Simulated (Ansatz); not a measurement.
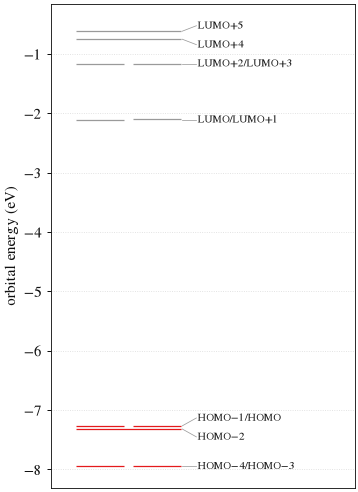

Kohn-Sham orbital energies near the frontier, PBE/def2-TZVPP with the Ansatz code 0.2.0, at a PBE0-D4/def2-TZVP geometry (a minimum by its frequencies), isolated molecule; empty levels in grey, levels within 0.03 eV side by side.

> Which molecule has this level scheme?
A. CH₄SZn, SMILES C[S][ZnH], singlet
B. C₂H₁₀AlOP, SMILES [CH3][Al-]([CH3])([OH])[PH3+], singlet
C. TiH₄O₄, SMILES [OH][Ti]([OH])([OH])[OH], singlet

Option C. HOMO −7.27 eV, LUMO −2.11 eV, separation 5.16 eV.
